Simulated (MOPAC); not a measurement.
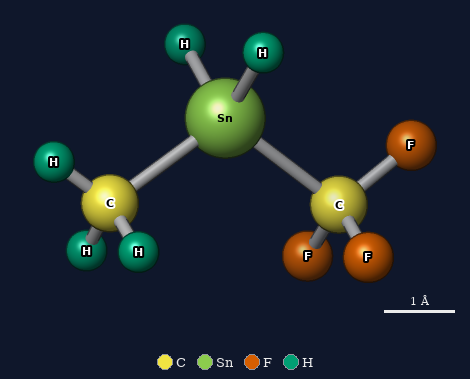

The starting structure (ball-and-stick view, seen at a tilt). Sticks mark near contacts. Bond lengths as drawn: C–F 1.28 to 1.40 Å, C–H 1.06 to 1.17 Å, C–Sn 2.14 to 2.16 Å and H–Sn 1.73 to 1.77 Å.

# Run report: C$_{2}$H$_{5}$F$_{3}$Sn, geometry relaxation

C$_{2}$H$_{5}$F$_{3}$Sn, computed with PM6, closed shell (MOPAC 23.2.5).

The geometry: force field.

The input (mopac_ase.py)
```python
from ase.calculators.mopac import MOPAC
from ase.optimize import BFGS
from ase.io import read

atoms = read("mol.xyz")
calc = MOPAC(label="job", method="PM6", task="1SCF GRADIENTS PRECISE AUX(PRECISION=6) THREADS=1")
atoms.calc = calc
opt = BFGS(atoms, trajectory="opt.traj")
done = opt.run(fmax=0.05, steps=80)
print("converged:", done)
e = atoms.get_potential_energy()
print(f"heat of formation: {e:.6f} eV")
print("dipole (e A):", atoms.get_dipole_moment().round(4))
homo, lumo = calc.get_homo_lumo_levels()
print(f"HOMO {homo:.3f} eV, LUMO {lumo:.3f} eV, gap {lumo - homo:.3f} eV")
print("final positions (A):")
for atom in atoms:
    print(f"{atom.symbol:2s} {atom.x:11.6f} {atom.y:11.6f} {atom.z:11.6f}")
```

File mol.xyz
```
11

C     -0.469200    -1.340800     1.169200
Sn     0.702400    -0.348600    -0.323900
C     -0.190800     1.548000    -0.851300
F     -1.355200     1.360300    -1.344600
F      0.627200     2.158900    -1.809600
F     -0.227200     2.357900     0.288400
H     -0.048900    -2.274400     1.432400
H     -1.499300    -1.431700     0.742800
H     -0.568400    -0.634800     2.101100
H      2.316800    -0.095500     0.344500
H      0.778100    -1.356500    -1.728300
```

Run as:
```bash
export ASE_MOPAC_COMMAND="mopac PREFIX.mop > /dev/null 2>&1"
python mopac_ase.py
```

What the program printed
```
Step          Energy          fmax
BFGS:    0        -5.707234        4.286169
BFGS:    1        -6.168762        1.691274
BFGS:    2        -6.287874        1.339546
BFGS:    3        -6.350845        0.562737
BFGS:    4        -6.367272        0.384935
BFGS:    5        -6.373729        0.215626
BFGS:    6        -6.377406        0.215409
BFGS:    7        -6.380917        0.189220
BFGS:    8        -6.382550        0.096414
BFGS:    9        -6.383601        0.077049
BFGS:   10        -6.384647        0.122002
BFGS:   11        -6.385997        0.184167
BFGS:   12        -6.387304        0.175876
BFGS:   13        -6.388199        0.101682
BFGS:   14        -6.388669        0.062440
BFGS:   15        -6.388965        0.059987
BFGS:   16        -6.389215        0.061610
BFGS:   17        -6.389405        0.047184
converged: True
heat of formation: -6.389405 eV
dipole (e A): [ 0.4395 -0.7995  0.1705]
HOMO -11.276 eV, LUMO 0.405 eV, gap 11.681 eV
final positions (A):
C    -0.489746   -1.301191    1.165350
Sn    0.801136   -0.435530   -0.317644
C    -0.122069    1.482231   -0.818050
F    -1.355189    1.389855   -1.325739
F     0.573125    2.160012   -1.742172
F    -0.236187    2.335063    0.204692
H    -0.108233   -2.269542    1.474094
H    -1.492683   -1.435433    0.770146
H    -0.552484   -0.655531    2.036520
H     2.301782   -0.019088    0.335833
H     0.746047   -1.308048   -1.762331
```

Trajectory as extended XYZ (Å, eV, eV/Å), 18 frames, from step=0 to step=17
```
11
Properties=species:S:1:pos:R:3:forces:R:3 step=0 energy=-5.70723
C    -0.4692   -1.3408    1.1692   -1.4078   2.0939   0.8357
Sn    0.7024   -0.3486   -0.3239    2.2362  -1.0387  -0.0336
C    -0.1908    1.5480   -0.8513    3.8229   1.2320   1.4964
F    -1.3552    1.3603   -1.3446   -1.9206   0.6929  -0.7577
F     0.6272    2.1589   -1.8096   -1.9596  -0.6046   1.9280
F    -0.2272    2.3579    0.2884   -0.2567  -1.0527  -2.7304
H    -0.0489   -2.2744    1.4324    0.1074  -0.4205   0.2033
H    -1.4993   -1.4317    0.7428    0.6603  -0.2046   0.5155
H    -0.5684   -0.6348    2.1011    0.2168  -1.3502  -1.4705
H     2.3168   -0.0955    0.3445   -1.2849   0.0562  -0.4951
H     0.7781   -1.3565   -1.7283   -0.2139   0.5965   0.5084
11
Properties=species:S:1:pos:R:3:forces:R:3 step=1 energy=-6.16876
C    -0.4893   -1.3109    1.1811   -0.1810   0.5125   0.1502
Sn    0.7343   -0.3634   -0.3244    1.0162  -0.7224   0.0975
C    -0.1362    1.5656   -0.8299   -0.6150  -1.2918  -0.2610
F    -1.3826    1.3702   -1.3554    1.3269   0.8363   0.6327
F     0.5992    2.1503   -1.7821   -0.6244   0.3519   0.5156
F    -0.2309    2.3429    0.2494   -0.2053   0.2164  -0.9042
H    -0.0474   -2.2804    1.4353   -0.2409   0.3354   0.0255
H    -1.4899   -1.4346    0.7502    0.1921  -0.1126   0.3147
H    -0.5653   -0.6541    2.0801    0.0523  -0.5877  -0.5818
H     2.2984   -0.0947    0.3374   -0.5619   0.1084  -0.2116
H     0.7750   -1.3480   -1.7210   -0.1590   0.3536   0.2224
11
Properties=species:S:1:pos:R:3:forces:R:3 step=2 energy=-6.28787
C    -0.4960   -1.2972    1.1858    0.2653  -0.1471  -0.3202
Sn    0.7563   -0.3775   -0.3230    0.2199  -0.4885   0.1415
C    -0.1353    1.5488   -0.8299   -0.2116  -1.3227   0.0108
F    -1.3672    1.3851   -1.3476    0.4673   0.4922   0.2858
F     0.5841    2.1541   -1.7688   -0.1379   0.4868   0.0298
F    -0.2348    2.3434    0.2279   -0.1679   0.3791  -0.3296
H    -0.0508   -2.2763    1.4363   -0.3004   0.4600   0.0067
H    -1.4851   -1.4369    0.7565   -0.0139  -0.0662   0.1958
H    -0.5639   -0.6669    2.0670   -0.0132  -0.1225  -0.0312
H     2.2862   -0.0929    0.3328    0.0136   0.1802   0.0229
H     0.7720   -1.3408   -1.7162   -0.1211   0.1487  -0.0123
11
Properties=species:S:1:pos:R:3:forces:R:3 step=3 energy=-6.35084
C    -0.4947   -1.2923    1.1814    0.2918  -0.2541  -0.4086
Sn    0.7724   -0.3951   -0.3193   -0.1805  -0.3255   0.1313
C    -0.1323    1.5157   -0.8266    0.2106  -0.3135   0.0628
F    -1.3556    1.4024   -1.3402   -0.1968   0.1173  -0.0005
F     0.5725    2.1653   -1.7602   -0.0325   0.1661   0.0862
F    -0.2403    2.3501    0.2083   -0.0436   0.1154  -0.1607
H    -0.0586   -2.2653    1.4371   -0.1975   0.2304   0.0515
H    -1.4826   -1.4396    0.7639   -0.1261  -0.0372   0.0872
H    -0.5633   -0.6763    2.0594   -0.0269   0.1061   0.1895
H     2.2802   -0.0880    0.3309    0.3918   0.2261   0.1811
H     0.7678   -1.3341   -1.7140   -0.0902  -0.0312  -0.2200
11
Properties=species:S:1:pos:R:3:forces:R:3 step=4 energy=-6.36727
C    -0.4903   -1.2938    1.1742    0.0843  -0.0786  -0.1785
Sn    0.7753   -0.4061   -0.3162   -0.0230  -0.1842   0.0709
C    -0.1279    1.5024   -0.8250    0.0749   0.0467   0.0129
F    -1.3549    1.4096   -1.3378   -0.1966  -0.0173  -0.0211
F     0.5676    2.1706   -1.7551    0.0467   0.0454   0.0419
F    -0.2426    2.3533    0.1988    0.0071   0.0161  -0.0403
H    -0.0639   -2.2588    1.4383   -0.0987   0.0102   0.0895
H    -1.4837   -1.4410    0.7677   -0.1129  -0.0268   0.0513
H    -0.5635   -0.6780    2.0595   -0.0070   0.0640   0.0758
H     2.2844   -0.0829    0.3331    0.3025   0.1902   0.1432
H     0.7651   -1.3324   -1.7168   -0.0774  -0.0657  -0.2456
11
Properties=species:S:1:pos:R:3:forces:R:3 step=5 energy=-6.37373
C    -0.4877   -1.2951    1.1688   -0.0670   0.0167   0.0219
Sn    0.7771   -0.4137   -0.3137    0.1507  -0.0657  -0.0248
C    -0.1260    1.4979   -0.8247   -0.0357   0.1205  -0.0332
F    -1.3569    1.4123   -1.3367   -0.0862  -0.0550   0.0008
F     0.5665    2.1735   -1.7522    0.0585  -0.0132   0.0148
F    -0.2434    2.3548    0.1943    0.0185  -0.0121   0.0300
H    -0.0677   -2.2565    1.4406   -0.0536  -0.0888   0.0995
H    -1.4861   -1.4421    0.7702   -0.0728  -0.0161   0.0365
H    -0.5636   -0.6779    2.0602    0.0091   0.0088  -0.0381
H     2.2910   -0.0774    0.3364    0.1446   0.1411   0.0752
H     0.7625   -1.3329   -1.7224   -0.0659  -0.0362  -0.1827
11
Properties=species:S:1:pos:R:3:forces:R:3 step=6 energy=-6.37741
C    -0.4875   -1.2957    1.1664   -0.1059   0.0242   0.1022
Sn    0.7809   -0.4189   -0.3130    0.1978   0.0123  -0.0844
C    -0.1260    1.4972   -0.8252   -0.0681   0.0817  -0.0280
F    -1.3593    1.4128   -1.3360    0.0019  -0.0539   0.0166
F     0.5671    2.1749   -1.7506    0.0441  -0.0342  -0.0043
F    -0.2434    2.3556    0.1926    0.0158  -0.0263   0.0495
H    -0.0708   -2.2567    1.4436   -0.0463  -0.0990   0.0892
H    -1.4887   -1.4430    0.7722   -0.0390  -0.0046   0.0256
H    -0.5635   -0.6777    2.0599    0.0148  -0.0069  -0.0839
H     2.2970   -0.0719    0.3395    0.0373   0.1037   0.0258
H     0.7599   -1.3337   -1.7287   -0.0523   0.0030  -0.1082
11
Properties=species:S:1:pos:R:3:forces:R:3 step=7 energy=-6.38092
C    -0.4890   -1.2965    1.1655   -0.0712  -0.0035   0.1013
Sn    0.7884   -0.4241   -0.3141    0.1423   0.0726  -0.1014
C    -0.1270    1.4974   -0.8260   -0.0439  -0.0011  -0.0022
F    -1.3619    1.4122   -1.3350    0.0764  -0.0396   0.0241
F     0.5686    2.1759   -1.7492    0.0091  -0.0498  -0.0140
F    -0.2433    2.3560    0.1919    0.0082  -0.0397   0.0510
H    -0.0753   -2.2586    1.4486   -0.0521  -0.0685   0.0637
H    -1.4923   -1.4440    0.7748   -0.0011   0.0109   0.0099
H    -0.5632   -0.6773    2.0582    0.0156   0.0054  -0.0895
H     2.3044   -0.0639    0.3433   -0.0532   0.0645  -0.0219
H     0.7561   -1.3344   -1.7374   -0.0301   0.0488  -0.0209
11
Properties=species:S:1:pos:R:3:forces:R:3 step=8 energy=-6.38255
C    -0.4905   -1.2974    1.1663   -0.0075  -0.0225   0.0354
Sn    0.7941   -0.4254   -0.3163    0.0411   0.0646  -0.0586
C    -0.1278    1.4976   -0.8262    0.0035  -0.0450   0.0229
F    -1.3624    1.4111   -1.3343    0.0783  -0.0303   0.0175
F     0.5696    2.1755   -1.7487   -0.0109  -0.0486  -0.0118
F    -0.2430    2.3555    0.1926    0.0051  -0.0456   0.0381
H    -0.0786   -2.2606    1.4522   -0.0575  -0.0351   0.0438
H    -1.4943   -1.4442    0.7763    0.0160   0.0184  -0.0006
H    -0.5627   -0.6767    2.0561    0.0139   0.0282  -0.0623
H     2.3076   -0.0585    0.3451   -0.0668   0.0505  -0.0358
H     0.7536   -1.3339   -1.7424   -0.0152   0.0652   0.0115
11
Properties=species:S:1:pos:R:3:forces:R:3 step=9 energy=-6.38360
C    -0.4914   -1.2984    1.1672    0.0418  -0.0235  -0.0296
Sn    0.7978   -0.4250   -0.3185   -0.0458   0.0244   0.0002
C    -0.1278    1.4971   -0.8258    0.0402  -0.0548   0.0346
F    -1.3616    1.4097   -1.3337    0.0483  -0.0284   0.0076
F     0.5700    2.1742   -1.7487   -0.0158  -0.0402  -0.0051
F    -0.2428    2.3542    0.1937    0.0061  -0.0447   0.0264
H    -0.0817   -2.2625    1.4552   -0.0562  -0.0111   0.0291
H    -1.4952   -1.4440    0.7771    0.0231   0.0208  -0.0085
H    -0.5622   -0.6756    2.0539    0.0135   0.0449  -0.0341
H     2.3084   -0.0543    0.3455   -0.0498   0.0476  -0.0345
H     0.7519   -1.3325   -1.7452   -0.0055   0.0651   0.0140
11
Properties=species:S:1:pos:R:3:forces:R:3 step=10 energy=-6.38465
C    -0.4915   -1.2996    1.1675    0.0676  -0.0119  -0.0720
Sn    0.8004   -0.4242   -0.3205   -0.1040  -0.0284   0.0571
C    -0.1271    1.4958   -0.8248    0.0567  -0.0432   0.0343
F    -1.3599    1.4078   -1.3329    0.0081  -0.0313  -0.0005
F     0.5701    2.1721   -1.7487   -0.0094  -0.0274   0.0034
F    -0.2423    2.3520    0.1954    0.0101  -0.0393   0.0170
H    -0.0856   -2.2647    1.4586   -0.0474   0.0068   0.0151
H    -1.4955   -1.4434    0.7777    0.0267   0.0205  -0.0171
H    -0.5614   -0.6737    2.0509    0.0153   0.0521  -0.0127
H     2.3081   -0.0494    0.3451   -0.0259   0.0457  -0.0288
H     0.7502   -1.3298   -1.7475    0.0023   0.0565   0.0042
11
Properties=species:S:1:pos:R:3:forces:R:3 step=11 energy=-6.38600
C    -0.4905   -1.3012    1.1669    0.0648   0.0080  -0.0818
Sn    0.8023   -0.4238   -0.3221   -0.1262  -0.0856   0.1032
C    -0.1253    1.4931   -0.8228    0.0492  -0.0176   0.0209
F    -1.3571    1.4045   -1.3318   -0.0360  -0.0367  -0.0041
F     0.5701    2.1688   -1.7487    0.0066  -0.0098   0.0151
F    -0.2415    2.3482    0.1980    0.0164  -0.0281   0.0087
H    -0.0919   -2.2675    1.4636   -0.0285   0.0233  -0.0023
H    -1.4953   -1.4421    0.7781    0.0272   0.0182  -0.0292
H    -0.5600   -0.6703    2.0464    0.0191   0.0490   0.0031
H     2.3069   -0.0419    0.3439   -0.0033   0.0386  -0.0225
H     0.7479   -1.3249   -1.7507    0.0107   0.0407  -0.0111
11
Properties=species:S:1:pos:R:3:forces:R:3 step=12 energy=-6.38730
C    -0.4888   -1.3026    1.1652    0.0274   0.0232  -0.0444
Sn    0.8027   -0.4250   -0.3222   -0.0905  -0.1096   0.1035
C    -0.1230    1.4897   -0.8205    0.0168   0.0049   0.0000
F    -1.3544    1.4004   -1.3305   -0.0586  -0.0389   0.0011
F     0.5701    2.1651   -1.7482    0.0231   0.0051   0.0262
F    -0.2404    2.3437    0.2008    0.0210  -0.0150   0.0026
H    -0.0992   -2.2702    1.4690   -0.0052   0.0324  -0.0168
H    -1.4945   -1.4404    0.7780    0.0216   0.0147  -0.0410
H    -0.5580   -0.6659    2.0413    0.0222   0.0357   0.0099
H     2.3053   -0.0330    0.3421    0.0048   0.0245  -0.0191
H     0.7456   -1.3188   -1.7542    0.0174   0.0229  -0.0219
11
Properties=species:S:1:pos:R:3:forces:R:3 step=13 energy=-6.38820
C    -0.4872   -1.3031    1.1635   -0.0195   0.0247   0.0114
Sn    0.8019   -0.4278   -0.3206   -0.0240  -0.0819   0.0552
C    -0.1213    1.4870   -0.8190   -0.0169   0.0065  -0.0134
F    -1.3530    1.3968   -1.3293   -0.0481  -0.0332   0.0113
F     0.5705    2.1625   -1.7474    0.0277   0.0092   0.0316
F    -0.2392    2.3402    0.2028    0.0197  -0.0070  -0.0010
H    -0.1046   -2.2715    1.4725    0.0117   0.0291  -0.0205
H    -1.4935   -1.4389    0.7772    0.0097   0.0118  -0.0460
H    -0.5562   -0.6623    2.0376    0.0204   0.0218   0.0118
H     2.3038   -0.0262    0.3402   -0.0008   0.0091  -0.0181
H     0.7442   -1.3139   -1.7570    0.0201   0.0100  -0.0224
11
Properties=species:S:1:pos:R:3:forces:R:3 step=14 energy=-6.38867
C    -0.4869   -1.3029    1.1630   -0.0428   0.0182   0.0417
Sn    0.8009   -0.4306   -0.3188    0.0213  -0.0328   0.0011
C    -0.1208    1.4856   -0.8185   -0.0294  -0.0074  -0.0120
F    -1.3532    1.3946   -1.3285   -0.0229  -0.0227   0.0182
F     0.5712    2.1615   -1.7463    0.0194   0.0041   0.0303
F    -0.2383    2.3384    0.2037    0.0135  -0.0066  -0.0026
H    -0.1068   -2.2714    1.4736    0.0166   0.0186  -0.0143
H    -1.4928   -1.4380    0.7759   -0.0028   0.0108  -0.0423
H    -0.5549   -0.6601    2.0362    0.0140   0.0149   0.0142
H     2.3030   -0.0231    0.3389   -0.0065  -0.0002  -0.0165
H     0.7441   -1.3113   -1.7585    0.0196   0.0031  -0.0178
11
Properties=species:S:1:pos:R:3:forces:R:3 step=15 energy=-6.38896
C    -0.4874   -1.3024    1.1634   -0.0411   0.0120   0.0420
Sn    0.8005   -0.4328   -0.3176    0.0354   0.0077  -0.0329
C    -0.1211    1.4848   -0.8184   -0.0244  -0.0216  -0.0029
F    -1.3539    1.3930   -1.3278   -0.0015  -0.0115   0.0197
F     0.5719    2.1611   -1.7452    0.0060  -0.0039   0.0250
F    -0.2375    2.3375    0.2040    0.0054  -0.0098  -0.0025
H    -0.1075   -2.2708    1.4737    0.0140   0.0101  -0.0057
H    -1.4924   -1.4373    0.7742   -0.0116   0.0110  -0.0332
H    -0.5540   -0.6587    2.0359    0.0053   0.0122   0.0174
H     2.3024   -0.0216    0.3379   -0.0057  -0.0045  -0.0132
H     0.7445   -1.3100   -1.7595    0.0184  -0.0016  -0.0139
11
Properties=species:S:1:pos:R:3:forces:R:3 step=16 energy=-6.38922
C    -0.4885   -1.3018    1.1643   -0.0229   0.0085   0.0215
Sn    0.8006   -0.4346   -0.3172    0.0278   0.0315  -0.0450
C    -0.1216    1.4836   -0.8184   -0.0101  -0.0289   0.0089
F    -1.3547    1.3914   -1.3268    0.0112  -0.0012   0.0164
F     0.5726    2.1607   -1.7437   -0.0079  -0.0117   0.0161
F    -0.2368    2.3364    0.2043   -0.0036  -0.0137   0.0008
H    -0.1078   -2.2701    1.4738    0.0072   0.0068   0.0021
H    -1.4924   -1.4364    0.7722   -0.0153   0.0124  -0.0194
H    -0.5532   -0.6572    2.0361   -0.0048   0.0092   0.0187
H     2.3020   -0.0204    0.3369    0.0009  -0.0064  -0.0084
H     0.7452   -1.3089   -1.7608    0.0174  -0.0065  -0.0116
11
Properties=species:S:1:pos:R:3:forces:R:3 step=17 energy=-6.38941
C    -0.4897   -1.3012    1.1654    0.0002   0.0093  -0.0061
Sn    0.8011   -0.4355   -0.3176    0.0099   0.0303  -0.0347
C    -0.1221    1.4822   -0.8181    0.0036  -0.0239   0.0167
F    -1.3552    1.3899   -1.3257    0.0115   0.0045   0.0101
F     0.5731    2.1600   -1.7422   -0.0161  -0.0158   0.0059
F    -0.2362    2.3351    0.2047   -0.0103  -0.0155   0.0073
H    -0.1082   -2.2695    1.4741   -0.0005   0.0101   0.0058
H    -1.4927   -1.4354    0.7701   -0.0117   0.0144  -0.0049
H    -0.5525   -0.6555    2.0365   -0.0130   0.0042   0.0148
H     2.3018   -0.0191    0.3358    0.0095  -0.0071  -0.0042
H     0.7460   -1.3080   -1.7623    0.0169  -0.0105  -0.0106
```

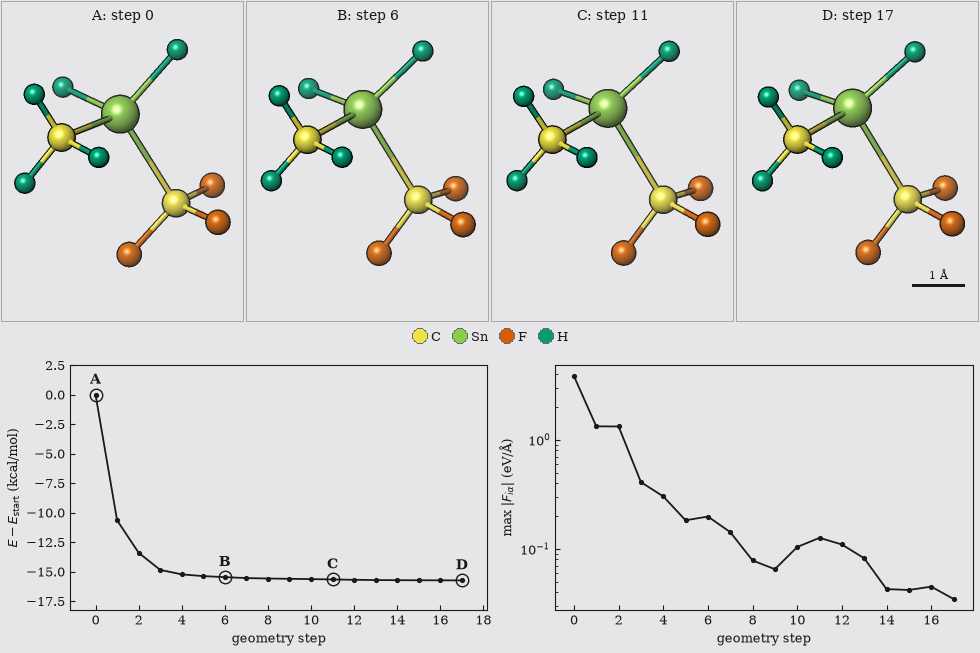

Frames of the relaxation (ball-and-stick view, seen at a tilt) above the curves, on which the letters mark them (steps are counted from 0).

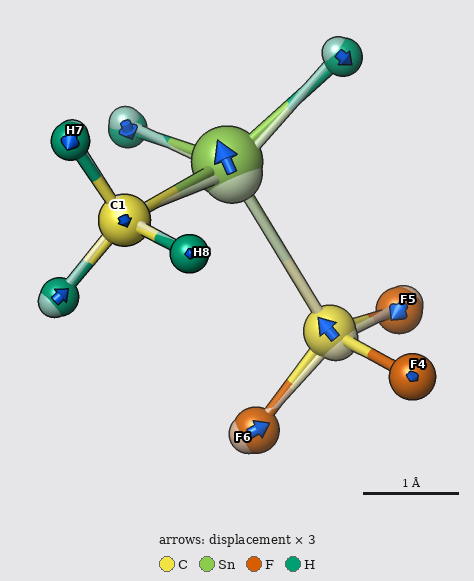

Start (faint) and end (solid) with the displacements as blue arrows, magnified 3 times (ball-and-stick view, seen at a tilt). The two geometries are laid on each other by the best rigid fit. The largest move after the best rigid fit is that of Sn2, 0.13 Å. Largest moves by element: Sn 0.13 Å, C 0.10 Å, F 0.09 Å, H 0.08 Å. Distances before and after: C1–H9 1.173 → 1.086 Å, Sn2–H10 1.766 → 1.689 Å, C3–F5 1.400 → 1.340 Å, C3–F4 1.278 → 1.337 Å. Among the angles that change: H10–Sn2–H11 110.5° → 119.2°, F4–C3–F6 112.1° → 104.8°, Sn2–C3–F6 108.7° → 114.9°. Over 17 geometry steps the energy falls by 15.7 kcal/mol. The largest force component goes from 3.8 to 0.035 eV/Å. (Atoms are counted from 1 in the order of the input.)

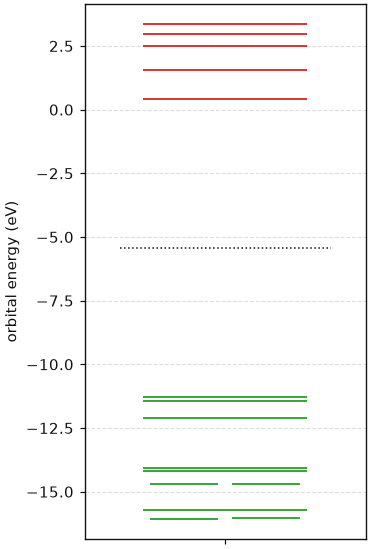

Orbital energies near the frontier; the dotted line parts filled from empty levels, and levels within 0.02 eV of each other stand side by side. Highest filled −11.28 eV, lowest empty 0.41 eV, 11.69 eV apart.

Results in brief

| quantity | value |
| --- | --- |
| outcome | converged |
| total energy | −66.168831 hartree |
| dispersion energy | 0.000000 hartree |
| heat of formation | −147.34 kcal/mol |
| basis functions | 29 |
| largest force | 0.047 eV/Å |
| HOMO | −11.28 eV |
| LUMO | 0.41 eV |
| dipole moment | 4.46 D |
| hardware | 1 thread of Arm Neoverse N1, 54 GiB of memory available, shared host |
| wall time | 1.7 s |
| peak memory | 0.12 GiB |

Notes

MOPAC's energies along a path are heats of formation.
